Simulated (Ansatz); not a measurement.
## Electronic structure of C3HN3O3Sn in real space

```yaml
atoms:
  - { symbol: Sn, position_ang: [0.0514, 0.0155, 1.2467] }
  - { symbol: H, position_ang: [0.1054, 0.0479, 2.9257] }
  - { symbol: N, position_ang: [1.9114, -0.0242, 0.4709] }
  - { symbol: C, position_ang: [2.5304, -0.0155, -0.5733] }
  - { symbol: O, position_ang: [3.1949, -0.0102, -1.5375] }
  - { symbol: N, position_ang: [-0.8916, 1.6445, 0.5261] }
  - { symbol: C, position_ang: [-1.2664, 2.1849, -0.4941] }
  - { symbol: O, position_ang: [-1.6567, 2.7651, -1.4335] }
  - { symbol: N, position_ang: [-0.9313, -1.6177, 0.5921] }
  - { symbol: C, position_ang: [-1.3208, -2.1906, -0.4044] }
  - { symbol: O, position_ang: [-1.7267, -2.7996, -1.3187] }
```

Geometry: r2SCAN-D4/def2-SVP; core potentials replace the inner electrons of Sn.

Computed with RKS PBE0-D4/def2-TZVP (Ansatz).

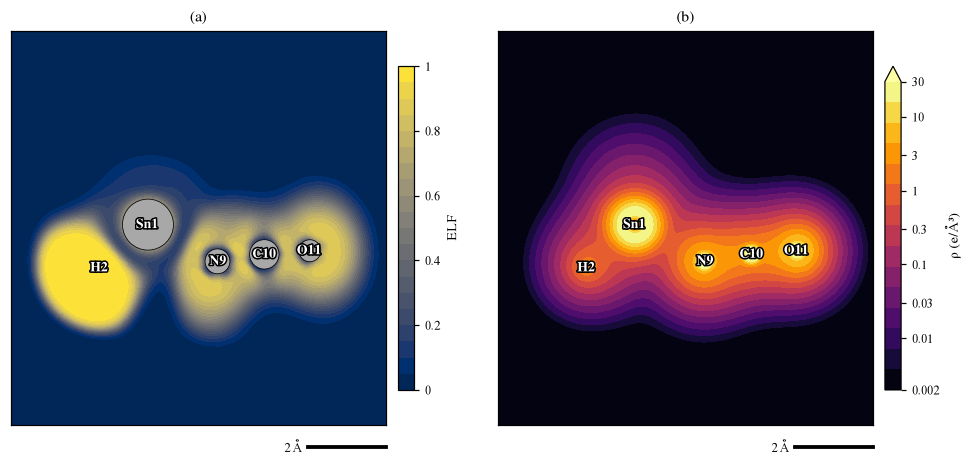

Figure 1. (a) electron localisation function; (b) electron density on the plane of atoms H2, Sn1 and N9. Grey discs cover the atomic cores in the ELF map.

Question: Interpret the plot.

Answer:
- Atoms in the plane: Sn, H, N, C and O.
- C–O (1.17 Å): the density is about 3.6 e/Å³ at the midpoint; the ELF peaks at about 0.85 between the atoms (a short, multiple covalent bond).
- C–N (1.21 Å): ρ is about 3.1 e/Å³ halfway; the ELF peaks at about 0.85 between the atoms (a multiple bond).
- Sn–N (2.02 Å): ρ is about 0.77 e/Å³ halfway; the ELF peaks at about 0.85 in the valence shell of N, 0.6 Å from its nucleus, and drops to about 0.15 between the two atoms.
- Sn–H (1.68 Å): the density is about 1.3 e/Å³ at the midpoint; the ELF climbs to about 1 towards the hydrogen.
- The ELF also peaks beside N9 and O11, away from the bonds: lone-pair regions.

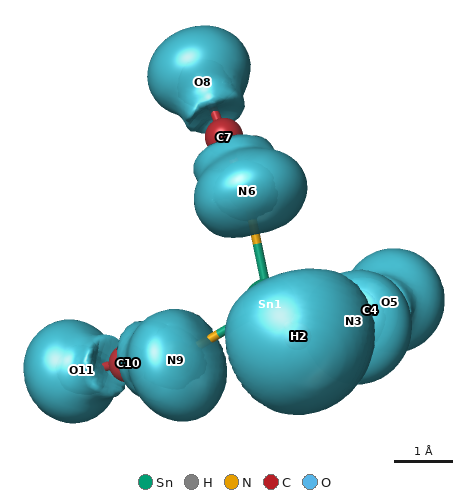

Figure 2. Isosurface of the electron localisation function at 0.75 (cyan), seen at a tilt. Only the valence region is drawn (cores and ρ < 0.01 e/Å³ removed).

Question: Identify the bonds, lone pairs and shells in this picture.

Answer: At this value the surface marks out one region around a hydrogen nucleus, three regions on N in which the atom's valence shell and bonds are merged and three regions on O in which the atom's valence shell and bonds are merged.

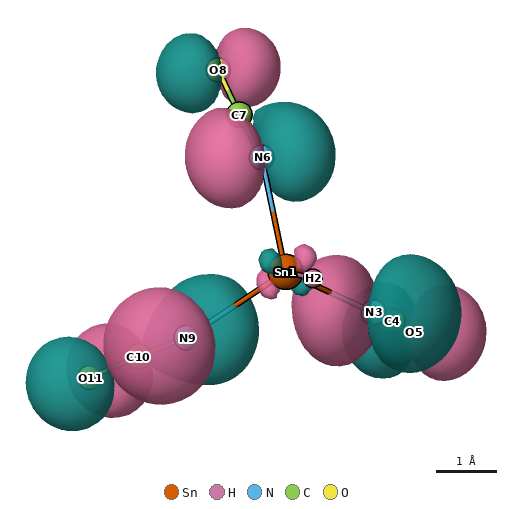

Figure 3. The HOMO−1 at ±0.08 Å⁻³ᐟ² (teal and pink are the two phases), seen at a tilt.

Question: Describe this orbital and give its energy.

Answer: Its weight (Hirshfeld) is mainly on N3 (about 20 %), N9 (about 15 %), N6 (about 15 %), O5 (about 15 %), O11 (about 15 %) and O8 (about 5 %); largely a combination of lone pairs on N3, N9, N6, O5, O11 and O8. Its energy is −8.98 eV.
